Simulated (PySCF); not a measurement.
```xyz
16

F     3.0785    1.4950   -0.6408
Si    2.8122    0.1063    0.0948
F     3.0422    0.4994    1.6221
C     0.9129   -0.0613   -0.0111
C     0.2787   -1.1619   -0.5121
C    -1.1362   -1.3767   -0.6336
C    -2.1154   -0.5304   -0.2730
C    -1.9523    0.8266    0.3348
Si   -0.1478    1.3272    0.5887
H     3.6509   -0.9626   -0.3602
H     0.8904   -1.9821   -0.8662
H    -1.4232   -2.3258   -1.0636
H    -3.1419   -0.8340   -0.4274
H    -2.4846    1.5434   -0.3013
H    -2.5143    0.8425    1.2758
H     0.2425    2.6033    1.1616
```

Geometry: GFN2-xTB.

Computed with PySCF, PBE0/def2-SVPD, SCF density, gas phase.

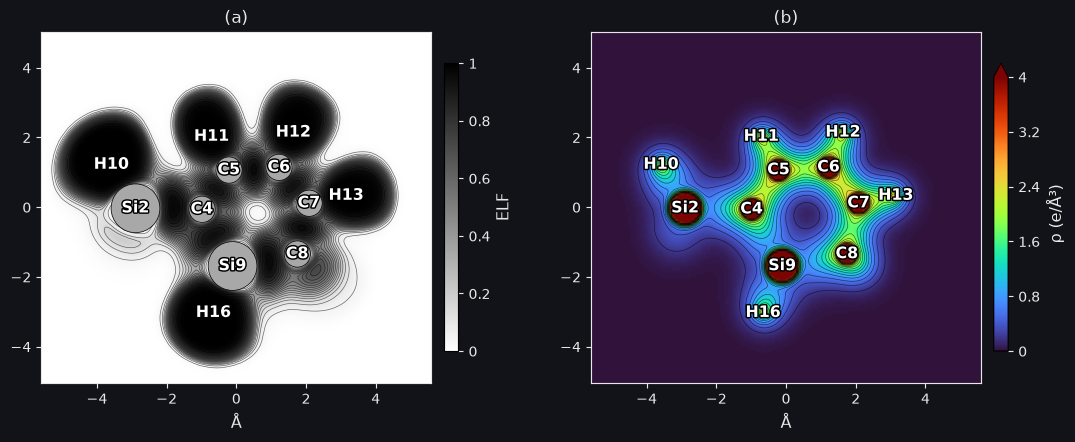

C5H7F2Si2 (SMILES F[SiH](F)C1=CC=CC[SiH+]1) (charge +1). (a) ELF; (b) total electron density on the plane of atoms C4, C5 and C6. Grey discs cover the atomic cores in the ELF map.

### Describe what can be read from this map.

- The plane passes through Si, C and H nuclei.
- C–C (1.34 Å): the density is about 2.3 e/Å³ at the midpoint; the ELF peaks at about 0.95 between the atoms; a multiple bond.
- C–Si (1.85 Å): ρ at the midpoint is about 0.98 e/Å³; the ELF peaks at about 0.95 between the atoms (localised, covalent bonding).
- C–H (1.08 Å): the density is about 2 e/Å³ at the midpoint; the ELF climbs to about 1 towards the hydrogen, as it does in any bond to H (a covalent bond by its length).
- C–C (1.44 Å): ρ is about 1.9 e/Å³ halfway; the ELF peaks at about 0.95 between the atoms: localised, covalent bonding.
- C–C (1.50 Å): the density is about 1.7 e/Å³ at the midpoint; the ELF peaks at about 0.95 between the atoms: a shared electron pair.
